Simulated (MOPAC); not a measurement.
## CH3ClOZn: frequency calculation (part 1 of 2)

CH3ClOZn, SMILES [OH][Zn][CH2]Cl, computed with AM1, closed shell (MOPAC 23.2.5).

The geometry was optimised with AM1.

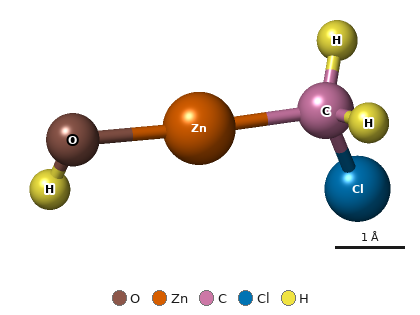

The structure as given in the input (ball-and-stick view, seen at a tilt). Sticks mark near contacts. Bond lengths as drawn: C–Cl 1.76 Å, C–H 1.11 Å, C–Zn 1.92 Å, H–O 0.95 Å and O–Zn 1.93 Å.

Input (ch3clozn.mop)
```
AM1 FORCE THERMO THREADS=1 AUX(PRECISION=6)
CH3ClOZn

O -0.985037 1 2.266311 1 -0.926636 1
Zn -0.181669 1 0.661432 1 -0.222650 1
C 0.717499 1 -0.868183 1 0.511897 1
Cl -0.277823 1 -2.290452 1 0.249097 1
H -1.830167 1 1.996056 1 -1.274195 1
H 1.695367 1 -1.028896 1 0.002311 1
H 0.866729 1 -0.745886 1 1.609365 1
```

Run as:
```bash
mopac ch3clozn.mop
```

Output
```
MOPAC v23.2.5
AM1 CALCULATION RESULTS

 *  AM1        - The AM1 Hamiltonian to be used
 *  FORCE      - FORCE CALCULATION SPECIFIED
 *  THREADS=1  - MULTI-THREADING NOT USED
 *  AUX        - OUTPUT AUXILIARY INFORMATION
 *  THERMO     - THERMODYNAMIC QUANTITIES TO BE CALCULATED
AM1 FORCE THERMO THREADS=1 AUX(PRECISION=6)
 CH3ClOZn

   ATOM   CHEMICAL          X               Y               Z
  NUMBER   SYMBOL      (ANGSTROMS)     (ANGSTROMS)     (ANGSTROMS)

     1       O         -0.98503700  *   2.26631100  *  -0.92663600  *
     2      Zn         -0.18166900  *   0.66143200  *  -0.22265000  *
     3       C          0.71749900  *  -0.86818300  *   0.51189700  *
     4      Cl         -0.27782300  *  -2.29045200  *   0.24909700  *
     5       H         -1.83016700  *   1.99605600  *  -1.27419500  *
     6       H          1.69536700  *  -1.02889600  *   0.00231100  *
     7       H          0.86672900  *  -0.74588600  *   1.60936500  *

          CARTESIAN COORDINATES

    NO.       ATOM           X           Y           Z

     1         O         -0.9850      2.2663     -0.9266
     2        Zn         -0.1817      0.6614     -0.2226
     3         C          0.7175     -0.8682      0.5119
     4        Cl         -0.2778     -2.2905      0.2491
     5         H         -1.8302      1.9961     -1.2742
     6         H          1.6954     -1.0289      0.0023
     7         H          0.8667     -0.7459      1.6094

           Empirical Formula: C H3 O Zn Cl  =     7 atoms

      MOLECULAR POINT GROUP   :   Cs

      RHF CALCULATION, NO. OF DOUBLY OCCUPIED LEVELS = 11

          HEAT OF FORMATION =     -10.061700 KCALS/MOLE

          CARTESIAN COORDINATE DERIVATIVES

   NUMBER  ATOM         X            Y            Z

     1       O     -0.012583    -0.026597    -0.010653
     2      Zn     -0.000172    -0.009379     0.000666
     3       C      0.017166    -0.017368     0.000770
     4      Cl      0.002607     0.023232    -0.010206
     5       H      0.003359     0.035567     0.007479
     6       H     -0.008917    -0.012343     0.002304
     7       H     -0.001460     0.006887     0.009640

 DIPOLE           X         Y         Z       TOTAL
 POINT-CHG.     0.848     0.398     0.053     0.938
 HYBRID         0.230    -0.477    -0.002     0.530
 SUM            1.077    -0.079     0.051     1.081

          GRADIENT NORM =   0.06346

          MOLECULAR WEIGHT =  131.87

          ROTATIONAL CONSTANTS IN CM(-1)

          A =    0.57562226   B =    0.05024621   C =    0.04664432

           PRINCIPAL MOMENTS OF INERTIA IN UNITS OF 10**(-40)*GRAM-CM**2

          A =       48.6304   B =      557.1117   C =      600.1321

          ORIENTATION OF MOLECULE IN FORCE CALCULATION

    NO.       ATOM         X         Y         Z

     1          O      -2.5828    0.3877    0.0173
     2         Zn      -0.6549    0.3877    0.0173
     3          C       1.2613    0.5127    0.0173
     4         Cl       1.9346   -1.1075   -0.0480
     5          H      -2.8369   -0.5308    0.0180
     6          H       1.6165    1.0734   -0.8779
     7          H       1.6225    1.0022    0.9509

    FIRST DERIVATIVES WILL BE USED IN THE CALCULATION OF SECOND DERIVATIVES

          ESTIMATED TIME TO COMPLETE CALCULATION =        0.33 SECONDS

    FOR POINT-GROUP Cs   THERE ARE   2 UNIQUE SYMMETRY FUNCTIONS.

 STEP:   1 TIME =     0.00 SECS, INTEGRAL =      0.00 TIME LEFT: 172800.00
 STEP:   2 TIME =     0.01 SECS, INTEGRAL =      0.01 TIME LEFT: 172799.99
 STEP:   3 TIME =     0.00 SECS, INTEGRAL =      0.01 TIME LEFT: 172799.99
 STEP:   4 TIME =     0.00 SECS, INTEGRAL =      0.01 TIME LEFT: 172799.99
 STEP:   5 TIME =     0.01 SECS, INTEGRAL =      0.02 TIME LEFT: 172799.98
 STEP:   6 TIME =     0.00 SECS, INTEGRAL =      0.02 TIME LEFT: 172799.98
 STEP:   7 TIME =     0.00 SECS, INTEGRAL =      0.02 TIME LEFT: 172799.98
 STEP:   8 TIME =     0.00 SECS, INTEGRAL =      0.02 TIME LEFT: 172799.98
 STEP:   9 TIME =     0.00 SECS, INTEGRAL =      0.02 TIME LEFT: 172799.98
 STEP:  10 TIME =     0.01 SECS, INTEGRAL =      0.02 TIME LEFT: 172799.98
 STEP:  11 TIME =     0.00 SECS, INTEGRAL =      0.02 TIME LEFT: 172799.98
 STEP:  12 TIME =     0.00 SECS, INTEGRAL =      0.02 TIME LEFT: 172799.98
 STEP:  13 TIME =     0.01 SECS, INTEGRAL =      0.03 TIME LEFT: 172799.97
 STEP:  14 TIME =     0.00 SECS, INTEGRAL =      0.03 TIME LEFT: 172799.97
 STEP:  15 TIME =     0.00 SECS, INTEGRAL =      0.03 TIME LEFT: 172799.97
 STEP:  16 TIME =     0.01 SECS, INTEGRAL =      0.04 TIME LEFT: 172799.96
 STEP:  17 TIME =     0.00 SECS, INTEGRAL =      0.04 TIME LEFT: 172799.96
 STEP:  18 TIME =     0.00 SECS, INTEGRAL =      0.04 TIME LEFT: 172799.96
 STEP:  19                       INTEGRAL =      0.04 TIME LEFT: 172799.96
 STEP:  20                       INTEGRAL =      0.04 TIME LEFT: 172799.96
 STEP:  21                       INTEGRAL =      0.04 TIME LEFT: 172799.96

(To convert to Hartree/Bohr^2, multiply by (10^(-21) x N x a0^2)/(4.184 x 627.51) =  0.0642)

           FORCE MATRIX IN MILLIDYNES/ANGSTROM

                  O  1      Zn  2       C  3      Cl  4       H  5       H  6
 ------------------------------------------------------------------------------
     O    1   7.841495
    Zn    2   2.765950   5.190355
     C    3   0.115543   1.712632   9.733462
    Cl    4   0.050092   0.392025   3.038606   4.184134
     H    5   6.973516   0.427249   0.030636   0.017281   7.167049
     H    6   0.036647   0.277513   4.656111   0.559475   0.005670   5.257816
     H    7   0.034812   0.276758   4.656416   0.558940   0.005273   0.549492

                  H  7
 ------------------
     H    7   5.257816

          HEAT OF FORMATION =     -10.061700 KCALS/MOLE

          ZERO POINT ENERGY      24.273 KCAL/MOL

           NORMAL COORDINATE ANALYSIS (Total motion = 1 Angstrom)

   Root No.       1         2         3         4         5         6         7         8

                 1 A'      1 A"      2 A'      2 A"      3 A'      3 A"      4 A'      5 A'

                  48.3      85.2     144.5     162.1     507.9     573.5     637.7     808.8

           1   -0.0388    0.0004   -0.0681   -0.0001   -0.1037   -0.0000    0.2913   -0.0110
           2    0.2291   -0.0058   -0.0931    0.0023    0.0004    0.0003    0.0038   -0.0031
           3    0.0092    0.1499   -0.0035   -0.0587    0.0002   -0.0070   -0.0004   -0.0001
           4   -0.0391   -0.0002   -0.0607    0.0000   -0.0215    0.0000   -0.0994    0.0124
           5   -0.0678    0.0028    0.1001   -0.0001   -0.0059   -0.0004   -0.0032    0.0036
           6   -0.0026   -0.0718    0.0040    0.0010   -0.0002    0.0109    0.0001    0.0001
           7   -0.0404    0.0003   -0.0214    0.0001    0.1895   -0.0002    0.0790   -0.1634
           8   -0.0430   -0.0043   -0.1622   -0.0011    0.0941    0.0037    0.0699    0.2687
           9   -0.0020    0.1133   -0.0059    0.0305    0.0032   -0.0955    0.0023    0.0108
          10    0.1139    0.0000    0.1512   -0.0000    0.0104    0.0000    0.0116    0.0462
          11    0.0290   -0.0004   -0.0762    0.0004   -0.0232   -0.0002   -0.0215   -0.1083
          12    0.0010    0.0108   -0.0034   -0.0108   -0.0009    0.0063   -0.0009   -0.0044
          13   -0.1948    0.0003    0.0651    0.0020   -0.1098    0.0000    0.1724   -0.0755
          14    0.2731   -0.0039   -0.1322   -0.0302    0.0036   -0.0002    0.0322    0.0180
          15    0.0113    0.1010   -0.0048    0.7904    0.0002    0.0059    0.0011    0.0007
          16   -0.0882    0.1197   -0.0538    0.0035    0.2613    0.3800    0.1505   -0.1147
          17   -0.0081    0.1002   -0.1327    0.0249    0.0345    0.1424    0.0185    0.2027
          18   -0.0012    0.2282   -0.0048    0.0477    0.0058    0.1625    0.0083    0.0003
          19   -0.0879   -0.1186   -0.0539   -0.0033    0.2612   -0.3792    0.1506   -0.1147
          20   -0.0073   -0.1174   -0.1332   -0.0284    0.0347   -0.1545    0.0194    0.2018
          21   -0.0003    0.2204   -0.0043    0.0457   -0.0042    0.1530   -0.0082    0.0163

   Root No.       9        10        11        12        13        14        15

                 6 A'      4 A"      7 A'      8 A'      5 A"      9 A'     10 A'

                 873.8     994.1    1122.8    1333.2    3034.5    3082.1    3571.2

           1   -0.0389   -0.0000   -0.0039   -0.0003    0.0000    0.0001   -0.0166
           2    0.0451    0.0000    0.0014   -0.0002    0.0000   -0.0001   -0.0551
           3    0.0016   -0.0005    0.0001   -0.0000   -0.0000   -0.0000   -0.0026
           4   -0.0037    0.0000    0.0024    0.0000   -0.0000   -0.0004   -0.0003
           5   -0.0086   -0.0000   -0.0010    0.0000    0.0000   -0.0001   -0.0002
           6   -0.0004    0.0009   -0.0000    0.0000   -0.0002   -0.0000    0.0002
           7    0.0017    0.0001   -0.0850   -0.0250   -0.0002   -0.0221    0.0001
           8    0.0142   -0.0019    0.0129   -0.0500    0.0023   -0.0326    0.0000
           9    0.0006    0.0488    0.0007   -0.0019   -0.0612   -0.0012    0.0010
          10    0.0005   -0.0000    0.0043   -0.0003   -0.0000    0.0000    0.0000
          11   -0.0038    0.0005    0.0097   -0.0029    0.0000   -0.0007   -0.0000
          12    0.0001   -0.0138    0.0004   -0.0001   -0.0003   -0.0000   -0.0005
          13    0.8368    0.0000    0.0145   -0.0031   -0.0000   -0.0000    0.2835
          14   -0.2331   -0.0001   -0.0047    0.0005    0.0000    0.0009    0.8916
          15   -0.0113    0.0026   -0.0002    0.0000    0.0000    0.0000    0.0318
          16   -0.0088    0.2568    0.3776    0.1589   -0.1588    0.1426    0.0005
          17    0.0202   -0.3792   -0.2256    0.3382   -0.2418    0.2269    0.0004
          18    0.0008   -0.0898    0.0282    0.2831    0.3692   -0.3972    0.0026
          19   -0.0090   -0.2571    0.3774    0.1575    0.1607    0.1447   -0.0002
          20    0.0202    0.3849   -0.2227    0.3589    0.2129    0.1958   -0.0015
          21    0.0010   -0.0592   -0.0474   -0.2572    0.3858    0.4127    0.0008

           MASS-WEIGHTED COORDINATE ANALYSIS (NORMAL COORDINATES)

   Root No.       1         2         3         4         5         6         7         8

                 1 A'      1 A"      2 A'      2 A"      3 A'      3 A"      4 A'      5 A'

                  48.3      85.2     144.5     162.1     507.9     573.5     637.7     808.8

           1   -0.1117    0.0015   -0.1719   -0.0007   -0.4331   -0.0001    0.7790   -0.0327
           2    0.6601   -0.0228   -0.2351    0.0110    0.0015    0.0015    0.0101   -0.0093
           3    0.0265    0.5934   -0.0089   -0.2793    0.0008   -0.0392   -0.0010   -0.0004
           4   -0.2279   -0.0014   -0.3098    0.0001   -0.1811    0.0003   -0.5374    0.0744
           5   -0.3951    0.0221    0.5105   -0.0007   -0.0499   -0.0048   -0.0173    0.0217
           6   -0.0150   -0.5748    0.0206    0.0098   -0.0014    0.1241    0.0008    0.0009
           7   -0.1009    0.0010   -0.0468    0.0003    0.6857   -0.0012    0.1830   -0.4210
           8   -0.1074   -0.0149   -0.3548   -0.0047    0.3405    0.0179    0.1620    0.6923
           9   -0.0049    0.3888   -0.0130    0.1256    0.0117   -0.4659    0.0053    0.0279
          10    0.4885    0.0001    0.5679   -0.0004    0.0648    0.0001    0.0464    0.2043
          11    0.1242   -0.0024   -0.2863    0.0031   -0.1442   -0.0020   -0.0854   -0.4793
          12    0.0042    0.0635   -0.0128   -0.0767   -0.0058    0.0524   -0.0036   -0.0194
          13   -0.1409    0.0003    0.0412    0.0023   -0.1150    0.0000    0.1157   -0.0563
          14    0.1975   -0.0039   -0.0837   -0.0361    0.0038   -0.0003    0.0216    0.0134
          15    0.0082    0.1004   -0.0030    0.9436    0.0003    0.0083    0.0008    0.0005
          16   -0.0638    0.1190   -0.0341    0.0042    0.2738    0.5369    0.1010   -0.0856
          17   -0.0058    0.0995   -0.0841    0.0298    0.0361    0.2012    0.0124    0.1512
          18   -0.0009    0.2268   -0.0031    0.0570    0.0061    0.2296    0.0056    0.0002
          19   -0.0636   -0.1178   -0.0342   -0.0039    0.2737   -0.5357    0.1011   -0.0856
          20   -0.0053   -0.1166   -0.0844   -0.0340    0.0364   -0.2183    0.0130    0.1506
          21   -0.0002    0.2191   -0.0027    0.0546   -0.0044    0.2162   -0.0055    0.0122

   Root No.       9        10        11        12        13        14        15

                 6 A'      4 A"      7 A'      8 A'      5 A"      9 A'     10 A'

                 873.8     994.1    1122.8    1333.2    3034.5    3082.1    3571.2

           1   -0.1710   -0.0000   -0.0224   -0.0019    0.0000    0.0005   -0.0686
           2    0.1983    0.0001    0.0081   -0.0013    0.0000   -0.0006   -0.2277
           3    0.0070   -0.0032    0.0004   -0.0001   -0.0002   -0.0000   -0.0108
           4   -0.0330    0.0000    0.0279    0.0001   -0.0000   -0.0046   -0.0029
           5   -0.0764   -0.0004   -0.0116    0.0005    0.0001   -0.0015   -0.0021
           6   -0.0035    0.0106   -0.0006    0.0000   -0.0025   -0.0000    0.0014
           7    0.0066    0.0006   -0.4230   -0.1251   -0.0008   -0.1106    0.0003
           8    0.0541   -0.0094    0.0642   -0.2496    0.0116   -0.1630    0.0001
           9    0.0024    0.2455    0.0035   -0.0092   -0.3036   -0.0059    0.0037
          10    0.0034   -0.0003    0.0364   -0.0025   -0.0000    0.0002    0.0002
          11   -0.0251    0.0046    0.0830   -0.0249    0.0001   -0.0061   -0.0000
          12    0.0004   -0.1192    0.0032   -0.0009   -0.0026   -0.0003   -0.0029
          13    0.9237    0.0000    0.0208   -0.0044   -0.0000   -0.0000    0.2941
          14   -0.2573   -0.0001   -0.0067    0.0008    0.0000    0.0013    0.9250
          15   -0.0125    0.0038   -0.0003    0.0000    0.0000    0.0000    0.0330
          16   -0.0097    0.3742    0.5441    0.2300   -0.2281    0.2063    0.0005
          17    0.0223   -0.5527   -0.3251    0.4896   -0.3473    0.3282    0.0004
          18    0.0009   -0.1309    0.0407    0.4099    0.5303   -0.5747    0.0027
          19   -0.0099   -0.3748    0.5438    0.2280    0.2308    0.2093   -0.0002
          20    0.0223    0.5610   -0.3209    0.5196    0.3057    0.2833   -0.0015
          21    0.0011   -0.0863   -0.0683   -0.3723    0.5542    0.5971    0.0009

          DESCRIPTION OF VIBRATIONS

 VIBRATION          1    1A'         ATOM PAIR     ENERGY CONTRIBUTION    RADIAL
 FREQUENCY            48.32         O 1 -- Zn2         +78.2% (999.0%)      1.2%
 TRANSITION DIPOLE   0.7545         Zn2 -- C 3          +5.5% (294.3%)     21.4%
 TRAVEL (Ang.)       0.4086         C 3 -- Cl4          +5.2% (286.7%)      0.0%
 REDUCED MASS        8.3571         Zn2 -- Cl4          +3.4% (230.6%)     16.6%
 EFFECTIVE MASS   1287.5457
 FORCE CONSTANT      0.0115

 VIBRATION          2    1A"         ATOM PAIR     ENERGY CONTRIBUTION    RADIAL
 FREQUENCY            85.19         Zn2 -- C 3         +26.2% (463.9%)      0.0%
 TRANSITION DIPOLE   0.7063         C 3 -- Cl4         +24.7% (450.5%)      0.0%
 TRAVEL (Ang.)       0.2897         C 3 -- H 6         +23.7% (441.1%)     95.3%
 REDUCED MASS        9.4337         C 3 -- H 7         +23.7% (441.1%)     95.4%
 EFFECTIVE MASS    172.7556
 FORCE CONSTANT      0.0403

 VIBRATION          3    2A'         ATOM PAIR     ENERGY CONTRIBUTION    RADIAL
 FREQUENCY           144.47         Zn2 -- C 3         +23.0% (225.5%)      5.2%
 TRANSITION DIPOLE   1.2997         Zn2 -- Cl4         +15.6% (185.5%)     95.5%
 TRAVEL (Ang.)       0.1797         C 3 -- H 7         +15.5% (185.2%)     23.6%
 REDUCED MASS       14.4493         C 3 -- H 6         +15.5% (185.0%)     23.8%
 EFFECTIVE MASS    110.5577         C 3 -- Cl4         +14.4% (178.1%)      7.8%
 FORCE CONSTANT      0.1777         O 1 -- Zn2         +13.8% (174.4%)      3.3%

 VIBRATION          4    2A"         ATOM PAIR     ENERGY CONTRIBUTION    RADIAL
 FREQUENCY           162.07         O 1 -- H 5         +32.1% ( 99.4%)      0.1%
 TRANSITION DIPOLE   0.7702         C 3 -- Cl4         +20.0% ( 78.5%)      0.0%
 TRAVEL (Ang.)       0.6786         Zn2 -- C 3         +19.2% ( 76.8%)      0.0%
 REDUCED MASS        0.9035         C 3 -- H 6         +14.1% ( 65.8%)     91.9%
 EFFECTIVE MASS      5.3493         C 3 -- H 7         +14.0% ( 65.7%)     91.8%
 FORCE CONSTANT      0.0140

 VIBRATION          5    3A'         ATOM PAIR     ENERGY CONTRIBUTION    RADIAL
 FREQUENCY           507.85         Zn2 -- C 3         +28.8% (131.0%)     87.7%
 TRANSITION DIPOLE   0.2267         C 3 -- Cl4         +27.4% (127.9%)      7.1%
 TRAVEL (Ang.)       0.1662         C 3 -- H 6         +17.8% (103.2%)     29.9%
 REDUCED MASS        4.8063         C 3 -- H 7         +17.8% (103.1%)     30.0%
 EFFECTIVE MASS     19.6732
 FORCE CONSTANT      0.7304
```
